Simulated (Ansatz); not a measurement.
# ZnO (zincite, P6_3mc): a volume series of phonon spectra, part 2 of 4

Aim: how the vibrations of ZnO (zincite) shift with volume, and the expansion that follows.

Ansatz 0.2.0; DFT LDA, scalar-relativistic, plane waves, PAW.

So far. Step 2 (A first coarse run): The start is under -7.1 GPa at this level and looks like an insulator or semiconductor on this mesh. Step 4 (Tight relaxation): The residual pressure is -1.1e-4 GPa, small enough for phonons.

## (5) Lattice dynamics at this volume, V/V0 1

Phonons at this volume give one point of F(V, T); meshes stay fixed along the series.

Contents of input.yaml:

```yaml
crystal:
  lattice:
    - [3.186889089, 0.0, 0.0]
    - [-1.5934445445, 2.7599269101, 0.0]
    - [0.0, 0.0, 5.1527079156]
  atoms:
    - { symbol: Zn, position: [0.3333333333, 0.6666666667, 0.5003164212] }
    - { symbol: Zn, position: [0.6666666667, 0.3333333333, 0.0003164212] }
    - { symbol: O, position: [0.6666666667, 0.3333333333, 0.3786935788] }
    - { symbol: O, position: [0.3333333333, 0.6666666667, 0.8786935788] }
kpoints:
  mp_grid: { grid: [9, 9, 6] }
hamiltonian:
  xc: lda
scf:
  occupations: { method: fixed }
output:
  eigenvalues: true
phonons:
  method: dfpt
  dielectric: true
  rigid_motions: translations
  qmesh: [3, 3, 2]
  temperatures: { t_max: 1000, t_step: 50 }
  qpath:
    path:
      - [[0.0, 0.0, 0.0], [0.5, 0.0, 0.0], [0.33333333, 0.33333333, 0.0], [0.0, 0.0, 0.0], [0.0, 0.0, 0.5], [0.5, 0.0, 0.5], [0.33333333, 0.33333333, 0.5], [0.0, 0.0, 0.5]]
      - [[0.5, 0.0, 0.5], [0.5, 0.0, 0.0]]
      - [[0.33333333, 0.33333333, 0.5], [0.33333333, 0.33333333, 0.0]]
    npoints: 10
```

Launch:

```
> ansatz run input.yaml --threads 4 --pin off --max-ram 8192MiB --backend cpu --events-out ev --progress --plain --runs-dir out
```

Numbers of over 12 decimals in the logs are rounded to 6 here.

Log:

```text
Warning: phonons: the dynamical matrix that this run interpolates holds no multipole term above the dipole-dipole one, and a site of this crystal is no centre of inversion, so its interpolated transverse optical and acoustic branches and sound speeds can stay off near Gamma, and the density of states and the thermodynamics with them. What a run solves at a wave vector of phonons.qpoints, Gamma apart, where the deck admits one, is free of this, and under fd what a larger phonons.supercell samples
[...]
Crystal: 4 atoms, lattice volume = 45.321 Å³
Basis set: ecut = 420 eV, 881 PW (Γ), exchange–correlation on 48×48×72 points (8 copies of the dense FFT grid, shifted against one another)
Bands: 22, of which v1, the nominal top of the filled ones, is band 18 counted from 1 (17 counted from 0)
Symmetry: 12 space group operations
k-points: 140 of 486 (irreducible under 2 space group operations, time reversal used)
[...]
SCF iter   1: F=—  HF=-7603.974831 eV  |F-HF|=—  |Δ(HF+E_count)|=         —  Δρ=1.85e-2  dr2=1.29e-1  ethr=1.77e-3  ⟨swp⟩=5.2  Hψ=12461  notcnv=0  defer=262
[...]
SCF iter  10: F=-7603.939766 eV  HF=-7603.939766 eV  |F-HF|=0.00e0  |Δ(HF+E_count)|=  4.46e-11  Δρ=1.05e-7  dr2=5.64e-12  ethr=1.00e-12  ⟨swp⟩=5.1  Hψ=13834  notcnv=0
SCF 1 converged in 10 iterations: F = -7603.939766 eV  dr2 = 5.64e-12
[...]
NSCF: frozen V_eff on 4 k-points
DFPT response loops at Γ: preconditioner auto → Resta (q_TF=auto, 2.626 Å⁻¹)  ε∞=8.7 (no band partly filled); β = 1.00, the filter's whole step (`scf.mixing.beta` (0.50) is not read by the response loops at its default; to damp them type it under 1.00, their step now; it binds the ground state too); Broyden in place of MSR1
── the response to a field inside a basis, on 12×12×8 k-points: an SCF that follows is theirs, and a resumed run solves both again ──
Bands: 19, of which v1, the nominal top of the filled ones, is band 18 counted from 1 (17 counted from 0)
k-points: 168
[...]
Eigensolver: Dense (168 Hₖ)
SCF iter   1: F=—  HF=-7603.948849 eV  |F-HF|=—  |Δ(HF+E_count)|=         —  Δρ=9.34e-4  dr2=6.21e-5  ethr=1.00e-1
[...]
SCF iter   5: F=-7603.948830 eV  HF=-7603.948830 eV  |F-HF|=3.37e-8  |Δ(HF+E_count)|=   1.87e-7  Δρ=8.05e-6  dr2=8.58e-9  ethr=9.66e-10
SCF 1 converged in 5 iterations: F = -7603.948830 eV  dr2 = 8.58e-9
[...]
WARN: field response: ε∞ stands inside a basis, on 12×12×8 points; the force constants stand on the 9×9×6 k-mesh, whose period is 10.03 times the interband length at k = (0.0000, 0.0000, 0.0000), direct gap 0.801 eV, under 14: take them and everything formed from them as unconverged, and compare with a denser kpoints.mp_grid
[...]
DFPT response loops at q = (0, 0, -0.5) (fractional): preconditioner auto → Resta (q_TF=auto, 2.626 Å⁻¹)  ε∞=8.7 (no band partly filled); β = 1.00, the filter's whole step (`scf.mixing.beta` (0.50) is not read by the response loops at its default; to damp them type it under 1.00, their step now; it binds the ground state too); Broyden in place of MSR1
[...]
SCF converged after 10 iterations
Free energy (F): -7603.939766 eV
[...]
Internal energy: -7603.939766 eV  (E = F + TS)
E sigma→0 (E₀):  -7603.939766 eV
Fermi energy:    7.536279 eV
[...]
--- Band table (eV; the first three rows and the last of 140) ---
  k-point 0: bands = [... 14 lower, 6.6773, 7.4306, 7.5363, 7.5363, 8.3369, 12.8286, 15.7296, 20.5277]
  k-point 1: bands = [... 14 lower, 6.7349, 6.8683, 7.4798, 7.4798, 8.9835, 12.5828, 15.9451, 20.5308]
  k-point 2: bands = [... 14 lower, 6.8940, 6.8940, 7.3240, 7.3240, 9.9948, 11.9309, 16.5680, 19.0053]
  k-point 139: bands = [... 14 lower, 5.4637, 5.4637, 6.1225, 6.1225, 13.5567, 13.5567, 16.5575, 16.5575]
--- Phonons (Γ-DFPT): 4 representative perturbations + reference, on 140 of 486 k-points (Σ response iterations 15) ---
  k mesh reduced under 2 symmetry operations, with k and −k counted as one. Each operation leaves every solved perturbation unchanged. A smaller set is not considered because the run solves the response to a homogeneous field
  ASR residual: 4.481e-5 → 0.000e0 eV/Å²; symmetrization residual: 1.016e-5 eV/Å²
  ASR residual per site (eV/Å²): 4.48e-5 4.48e-5 1.11e-5 1.11e-5
  Γ frequencies (cm⁻¹): 0.00 0.00 0.00 90.13 90.13 261.11 390.31 408.59 408.59 441.32 441.32 553.25
  ε∞ (high-frequency dielectric tensor):
        5.065484     0.000000     0.000000
       -0.000000     5.065484     0.000000
        0.000000     0.000000     5.122254
  ε⁰ (static dielectric tensor: ions relaxed, cell fixed):
        9.451952    -0.000000     0.000000
       -0.000000     9.451952    -0.000000
        0.000000    -0.000000    10.199280
  ε⁰ − ε∞ (ionic part):
        4.386468    -0.000000     0.000000
       -0.000000     4.386468    -0.000000
        0.000000    -0.000000     5.077026
  softest optical mode at Γ: 90.13 cm⁻¹; the repairs (sum rule, projections) moved no ω² at Γ by more than (1.50 cm⁻¹)²
  Born effective charges Z* (e; rows j = field, columns β = displacement):
    site 0:
         2.08201    0.00000    0.00000
        -0.00000    2.08201    0.00000
         0.00000    0.00000    2.13971
    site 1:
         2.08201    0.00000    0.00000
        -0.00000    2.08201    0.00000
         0.00000    0.00000    2.13971
    site 2:
        -2.08201   -0.00000   -0.00000
         0.00000   -2.08201   -0.00000
        -0.00000   -0.00000   -2.13971
    site 3:
        -2.08201   -0.00000   -0.00000
         0.00000   -2.08201   -0.00000
        -0.00000   -0.00000   -2.13971
  Z* charge neutrality: 2.700e-3 e pre-enforcement
  solved inside a basis spanned on kpoints, on 12×12×8 k-points transformed towards the longest dipole: ε∞ is read to err by 1.6e-2, Z* by 1.4e-2 e (field_mesh: kpoints solves on kpoints); Z* is corrected for what the basis lacks
  optical modes at Γ without the LO–TO term, one row a degenerate level:
      ω (cm⁻¹)  modes    IR ((D/Å)²/amu)
         90.13      2             0.0000
        261.11      1             0.0000
        390.31      1            16.4352
        408.59      2            31.1217
        441.32      2             0.0000
        553.25      1             0.0000
  optical modes at Γ + LO–TO along q̂ = [1.0000, 0.0000, 0.0000]:
      ω (cm⁻¹)  modes    IR ((D/Å)²/amu)
         90.13      2             0.0000
        261.11      1             0.0000
        390.31      1            16.4352
        408.59      1            15.5608
        441.32      2             0.0000
        553.25      1             0.0000
        558.13      1            15.5608
  optical modes at Γ + LO–TO along q̂ = [0.0000, 1.0000, 0.0000]:
      ω (cm⁻¹)  modes    IR ((D/Å)²/amu)
         90.13      2             0.0000
        261.11      1             0.0000
        390.31      1            16.4352
        408.59      1            15.5608
        441.32      2             0.0000
        553.25      1             0.0000
        558.13      1            15.5608
  optical modes at Γ + LO–TO along q̂ = [0.0000, 0.0000, 1.0000]:
      ω (cm⁻¹)  modes    IR ((D/Å)²/amu)
         90.13      2             0.0000
        261.11      1             0.0000
        408.59      2            31.1217
        441.32      2             0.0000
        550.77      1            16.4352
        553.25      1             0.0000
--- Phonons (arbitrary-q DFPT): 6 irreducible q on the 3×3×2 mesh ---
  q = [0.0000, 0.0000, 0.0000] (star 1, of the zone-centre solve; hermiticity 8.14e-7, symmetrization 4.83e-7): -0.00 -0.00 0.00 90.13 90.13 261.11 390.31 408.59 408.59 441.32 441.32 553.25
  q = [0.0000, 0.0000, -0.5000] (star 1, 4 solved perturbations in 404 linear systems a pass and spin channel, the states on 140 of 486 k-point pairs; hermiticity 3.78e-6, symmetrization 9.27e-7): 68.29 68.29 68.29 68.29 188.82 188.82 425.15 425.15 425.15 425.15 556.22 556.22
  q = [0.0000, 0.3333, 0.0000] (star 6, 12 solved perturbations on 270 of 486 k-point pairs; hermiticity 2.25e-7, symmetrization 4.84e-7): 76.73 97.32 123.99 174.06 204.35 248.86 430.03 437.68 478.59 520.01 527.92 560.34
[...]
sum rule: each row above includes the acoustic sum rule's correction from the zone centre's row sums; it moved no ω² by more than (0.43 cm⁻¹)²
  mesh force constants: q→R imaginary residual 0.00e0; ASR residual 4.481e-5 → 0.000e0 eV/Å²; symmetrization residual 1.421e-14 eV/Å²
  interpolated dispersion: 94 rows × 12 modes
  density of states and harmonic sums: on the 24×24×12 q-mesh, interpolated from the force constants of a 3×3×2 supercell (with the dipole–dipole term)
  largest difference from the sums on the solved wave vectors: F 3.50e-2 eV, S 4.95e-5 and C_V 1.42e-5 eV/K
  zero-point energy: 0.240507 eV/cell   skipped modes (ω ≤ 0): 3   left out of the sums: 3.62e-5 of the cell's modes: C_V's classical limit lies that fraction below 3 k_B per atom; for a crystal, a wire or a layer, F and S can be off by more, and a phonons.interpolated_qmesh denser along its periods is the remedy for the sampling
```

It took 4 min on 4 threads of Arm Neoverse V2, shared host; peak memory 1.3 GiB; 15 min of CPU time.

This step gave:

| Quantity | Value |
| --- | --- |
| lowest frequency on the path | 0 cm⁻¹ |
| zero-point energy | 0.2405 eV/cell |
| point group | 6mm |
| highest frequency | 561.9 cm⁻¹ |
| Debye temperature from the second moment | 686 K |

LO-TO term included. The phonon branches at the labelled points (cm⁻¹):

```csv
point,branch 1,branch 2,branch 3,branch 4,branch 9,branch 10,branch 11,branch 12
Γ,0,0,0,90,441,441,553,558
M,88,124,142,165,491,505,554,556
K,140,144,144,180,492,528,528,536
Γ,0,0,0,90,441,441,553,558
A,68,68,68,68,425,425,556,556
L,114,114,119,119,470,470,561,561
H,98,98,164,164,516,516,539,539
A,68,68,68,68,425,425,556,556
jump to L,114,114,119,119,470,470,561,561
M,88,124,142,165,491,505,554,556
jump to H,98,98,164,164,516,516,539,539
K,140,144,144,180,492,528,528,536
```

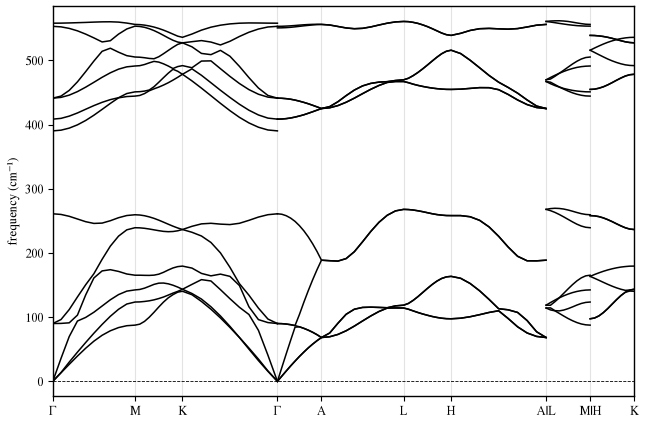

Phonon branches along the path.

The phonon density of states has structure finer than the step of the table below, so its rows give means over 25 cm⁻¹, whole bins alone (the curve runs from 2.5 to 562 cm⁻¹). Peaks (cm⁻¹: height): 102.5: 0.0638, 247.5: 0.0554, 452.5: 0.0772, 552.5: 0.114.

Tetrahedra on 24 24 12, mean over bins of 5 cm⁻¹. Phonon density of states against wavenumber; means over each step:

```csv
wavenumber (cm⁻¹),phonon density of states (1/cm⁻¹/cell)
25,0.00155
50,0.00616
75,0.0183
100,0.0511
125,0.0454
150,0.0333
175,0.0135
200,0.00673
225,0.0161
250,0.0436
275,0.00434
300,0
325,0
350,0
375,0
400,0.00266
425,0.0197
450,0.0591
475,0.0443
500,0.0305
525,0.0115
550,0.0713
```

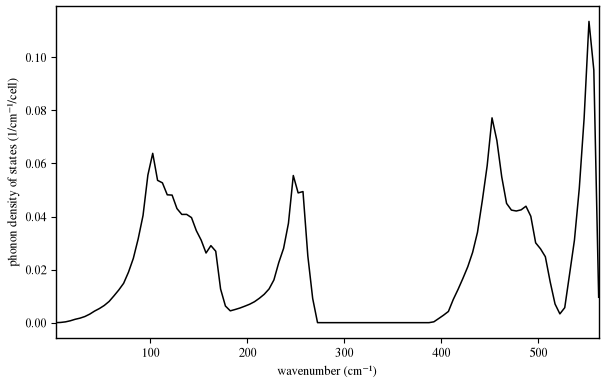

Phonon density of states against wavenumber.

Harmonic. Thermo, by row:

```csv
T (K),F_vib (meV/atom),S (J/mol-atom/K),C_V (J/mol-atom/K)
0,60.13,0,0
50,59.87,1.809,4.017
100,57.8,6.231,8.971
150,53.42,10.62,12.85
200,46.83,14.77,15.97
250,38.17,18.59,18.24
300,27.62,22.07,19.83
350,15.36,25.21,20.95
400,1.54,28.07,21.76
450,-13.68,30.66,22.36
500,-30.2,33.04,22.8
550,-47.9,35.23,23.15
600,-66.69,37.26,23.42
650,-86.49,39.14,23.63
700,-107.2,40.9,23.8
750,-128.9,42.55,23.94
800,-151.3,44.1,24.06
850,-174.6,45.56,24.16
900,-198.5,46.94,24.24
950,-223.2,48.26,24.31
1000,-248.5,49.5,24.37
```

The modes has structure finer than the step of the table below, so its rows give means over 25 cm⁻¹, whole bins alone (the curve runs from -10 to 589 cm⁻¹). Peaks (cm⁻¹: height): O 453.1: 0.0608, 551.0: 0.0877; Zn 103.0: 0.0504, 249.8: 0.0486, 453.1: 0.00909.

Phonopy on the run's constants, 21x21x11 mesh, Gaussian sigma 4.3 cm⁻¹. Table of modes by wavenumber; means over each step; values in 1/cm⁻¹/cell:

```csv
wavenumber (cm⁻¹),O,Zn
25,3.1e-4,0.00133
50,0.00111,0.00513
75,0.00292,0.0158
100,0.00661,0.0436
125,0.00505,0.0404
150,0.00306,0.0301
175,0.00125,0.0126
200,7.3e-4,0.00597
225,0.00109,0.0154
250,9.3e-4,0.0406
275,6.9e-5,0.00590
300,0,0
325,0,0
350,0,0
375,2.2e-5,5.0e-6
400,0.00246,5.5e-4
425,0.0168,0.00327
450,0.0498,0.00766
475,0.0401,0.00484
500,0.0275,0.00238
525,0.0131,5.0e-4
550,0.0633,0.00370
575,0.00375,2.5e-4
```

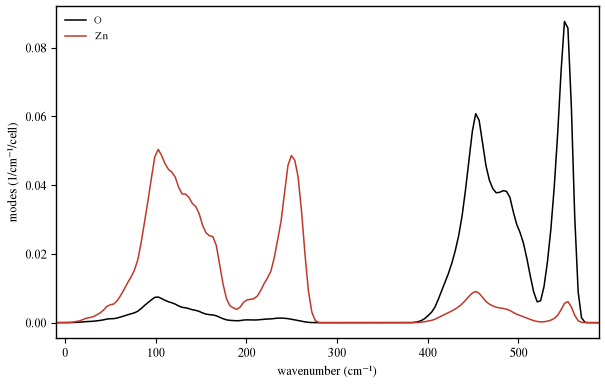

Modes against wavenumber.

Born charge (rows field, columns displacement) (e), principal values of the symmetric part by kind of site:

```csv
atom,atoms with these values,low,middle,high,mean
Zn1,2,2.08,2.08,2.14,2.10
O3,2,-2.14,-2.08,-2.08,-2.10
```

In full for Zn1:

```
2.08 0.00 0.00
0.00 2.08 0.00
0.00 0.00 2.14
```

ε∞:

```
5.07 0.00 0.00
0.00 5.07 0.00
0.00 0.00 5.12
```

No LO-TO term. The modes at Γ (shares of kinetic energy by element, %):

```csv
mode,frequency (cm⁻¹),symmetry,Zn %,O %
1,0.0,-,80,20
2,0.0,-,80,20
3,0.0,-,80,20
4,90.1,E2,85,15
5,90.1,E2,85,15
6,261.1,B1,98,2
7,390.3,A1,20,80
8,408.6,E1,20,80
9,408.6,E1,20,80
10,441.3,E2,15,85
11,441.3,E2,15,85
12,553.2,B1,2,98
```

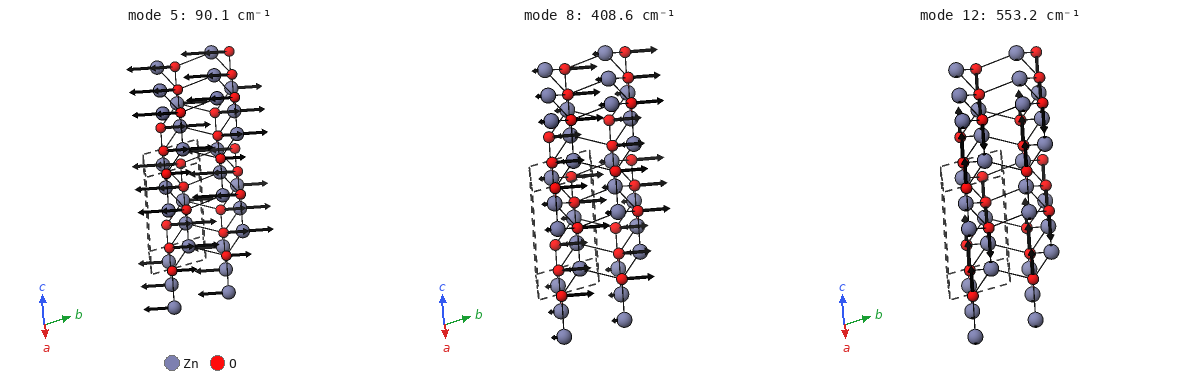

Displacement patterns of modes 5, 8 and 12 at Γ; arrows are exaggerated. 3×2×2 cells are drawn. Some periodic images of atoms are drawn too.

No mode is imaginary beyond numerical noise at the solved wavevectors.

## (6) Relaxing at fixed volume, V/V0 1.015

The volume is fixed at the new value while shape and atoms relax, so that only the volume differs between members of the series.

The cell differs from the one that the last finished run ended in (a 3.187 → 3.203 Å, b 3.187 → 3.203 Å, c 5.153 → 5.178 Å).

Contents of input.yaml:

```yaml
crystal:
  lattice:
    - [3.2027445196, 0.0, 0.0]
    - [-1.6013722598, 2.7736581158, 0.0]
    - [0.0, 0.0, 5.1783437004]
  atoms:
    - { symbol: Zn, position: [0.3333333333, 0.6666666667, 0.5003164212] }
    - { symbol: Zn, position: [0.6666666667, 0.3333333333, 0.0003164212] }
    - { symbol: O, position: [0.6666666667, 0.3333333333, 0.3786935788] }
    - { symbol: O, position: [0.3333333333, 0.6666666667, 0.8786935788] }
kpoints:
  mp_grid: { grid: [9, 9, 6] }
hamiltonian:
  xc: lda
scf:
  occupations: { method: fixed }
output:
  forces: true
  stress: true
  eigenvalues: true
relax:
  adjacent_minimum: "off"
  f_tol: 0.001
  max_steps: 60
  cell: { stress_tol: 0.01, fix: [volume] }
```

Log:

```text
[...]
Crystal: 4 atoms, lattice volume = 46.001 Å³
Basis set: ecut = 420 eV, 917 PW (Γ)
Bands: 22, of which v1, the nominal top of the filled ones, is band 18 counted from 1 (17 counted from 0)
Symmetry: 12 space group operations
[...]
k-points: 48 of 486 (time reversal used)
[...]
--- Relaxed structure (3 steps of the walk, 3 accepted, 1 SCFs on fresh bases) ---
[...]
cell:  # Å, volume = 46.0009 Å³
    - [3.202973, 0, 0]
    - [-1.601486, 2.773856, 0]
    - [0, 0, 5.177606]
  atoms:
    - { symbol: Zn, position: [0.333333, 0.666667, 0.500263] }
    - { symbol: Zn, position: [0.666667, 0.333333, 0.000263085] }
    - { symbol: O, position: [0.666667, 0.333333, 0.378747] }
    - { symbol: O, position: [0.333333, 0.666667, 0.878747] }
[key lines of the parts left out:]
SCF converged after 6 iterations
Free energy (F): -7603.934835 eV
Fermi energy:    7.300620 eV
P = ⅓ Tr σ = -2.3240 GPa (-23.240 kbar)
```

Run time: 5.3 s. Hardware: 4 threads; peak memory 0.39 GiB.

Little changed from the start: no atom moved by 0.005 Å and no cell edge by 0.1 %.

## (7) Lattice dynamics at this volume, V/V0 1.015

The same q-mesh and k-mesh are kept at every volume, so that much of their error can cancel in the differences.

Contents of input.yaml:

```yaml
crystal:
  lattice:
    - [3.2029726895, 0.0, 0.0]
    - [-1.6014863447, 2.7738557167, 0.0]
    - [0.0, 0.0, 5.1776059483]
  atoms:
    - { symbol: Zn, position: [0.3333333333, 0.6666666667, 0.5002630853] }
    - { symbol: Zn, position: [0.6666666667, 0.3333333333, 0.0002630853] }
    - { symbol: O, position: [0.6666666667, 0.3333333333, 0.3787469147] }
    - { symbol: O, position: [0.3333333333, 0.6666666667, 0.8787469147] }
kpoints:
  mp_grid: { grid: [9, 9, 6] }
hamiltonian:
  xc: lda
scf:
  occupations: { method: fixed }
output:
  eigenvalues: true
phonons:
  method: dfpt
  dielectric: true
  rigid_motions: translations
  qmesh: [3, 3, 2]
  temperatures: { t_max: 1000, t_step: 50 }
  qpath:
    path:
      - [[0.0, 0.0, 0.0], [0.5, 0.0, 0.0], [0.33333333, 0.33333333, 0.0], [0.0, 0.0, 0.0], [0.0, 0.0, 0.5], [0.5, 0.0, 0.5], [0.33333333, 0.33333333, 0.5], [0.0, 0.0, 0.5]]
      - [[0.5, 0.0, 0.5], [0.5, 0.0, 0.0]]
      - [[0.33333333, 0.33333333, 0.5], [0.33333333, 0.33333333, 0.0]]
    npoints: 10
```

Log:

```text
[...]
Crystal: 4 atoms, lattice volume = 46.001 Å³
Basis set: ecut = 420 eV, 917 PW (Γ), exchange–correlation on 48×48×72 points (8 copies of the dense FFT grid, shifted against one another)
Bands: 22, of which v1, the nominal top of the filled ones, is band 18 counted from 1 (17 counted from 0)
Symmetry: 12 space group operations
[...]
ω (cm⁻¹)  modes    IR ((D/Å)²/amu)
[...]
optical modes at Γ + LO–TO along q̂ = [0.0000, 0.0000, 1.0000]:
      ω (cm⁻¹)  modes    IR ((D/Å)²/amu)
[...]
396.65      2            31.3678
        428.54      2             0.0000
        539.54      1            16.5578
        541.73      1             0.0000
--- Phonons (arbitrary-q DFPT): 6 irreducible q on the 3×3×2 mesh ---
[...]
interpolated dispersion: 94 rows × 12 modes
[...]
[key lines of the parts left out:]
SCF converged after 10 iterations
Free energy (F): -7603.934836 eV
Fermi energy:    7.300620 eV
```

Wall time 4 min (4 threads); peak memory 1.3 GiB; 16 min of CPU time.

No mode is imaginary beyond numerical noise at the solved wavevectors. The highest zone-centre mode (no LO–TO term) moved by -2.1 % for a volume change of +1.5 %.

## (8) Relaxing at fixed volume, V/V0 0.985

Each volume of the series is relaxed in shape and positions, since modes respond to internal strain as well.

The cell differs from the one that the last finished run ended in (a 3.203 → 3.171 Å, b 3.203 → 3.171 Å, c 5.178 → 5.127 Å).

Contents of input.yaml:

```yaml
crystal:
  lattice:
    - [3.1708743007, 0.0, 0.0]
    - [-1.5854371503, 2.7460576966, 0.0]
    - [0.0, 0.0, 5.126814474]
  atoms:
    - { symbol: Zn, position: [0.3333333333, 0.6666666667, 0.5003164212] }
    - { symbol: Zn, position: [0.6666666667, 0.3333333333, 0.0003164212] }
    - { symbol: O, position: [0.6666666667, 0.3333333333, 0.3786935788] }
    - { symbol: O, position: [0.3333333333, 0.6666666667, 0.8786935788] }
kpoints:
  mp_grid: { grid: [9, 9, 6] }
hamiltonian:
  xc: lda
scf:
  occupations: { method: fixed }
output:
  forces: true
  stress: true
  eigenvalues: true
relax:
  adjacent_minimum: "off"
  f_tol: 0.001
  max_steps: 60
  cell: { stress_tol: 0.01, fix: [volume] }
```

Log:

```text
[...]
Crystal: 4 atoms, lattice volume = 44.641 Å³
Basis set: ecut = 420 eV, 857 PW (Γ)
Bands: 22, of which v1, the nominal top of the filled ones, is band 18 counted from 1 (17 counted from 0)
Symmetry: 12 space group operations
[...]
k-points: 48 of 486 (time reversal used)
[...]
--- Relaxed structure (1 steps of the walk, 1 accepted, 1 SCFs on fresh bases) ---
[...]
cell:  # Å, volume = 44.6412 Å³
    - [3.170874, -2.8867617931716448e-11, 0.0]
    - [-1.585437, 2.746058, 0.0]
    - [0.0, 0.0, 5.126814474]
  atoms:
    - { symbol: Zn, position: [0.333333, 0.666667, 0.500316] }
    - { symbol: Zn, position: [0.666667, 0.333333, 0.000316421] }
    - { symbol: O, position: [0.666667, 0.333333, 0.378694] }
    - { symbol: O, position: [0.333333, 0.666667, 0.878694] }
[key lines of the parts left out:]
SCF converged after 7 iterations
Free energy (F): -7603.934537 eV
Fermi energy:    7.779941 eV
P = ⅓ Tr σ = 2.5196 GPa (25.196 kbar)
```

Wall time 2.6 s (4 threads); peak memory 0.38 GiB; 9.6 s of CPU time.

Little changed from the start: no atom moved by 0.005 Å and no cell edge by 0.1 %.

(Part 2 of 4 ends here.)

[Logs are printed without paths, hosts, clocks, repeated set-up lines and the standing remarks that a program may print on its own settings, such as how far it seeks lower states.]

[Hosts, paths, dates, database ids (printed as entryN), source tags and the programs' standing remarks are cut or masked in the printed files.]

[A step with changed settings may run another functional than the one named; its input shows which.]

[Of the runs on displaced cells, only some may be shown.]
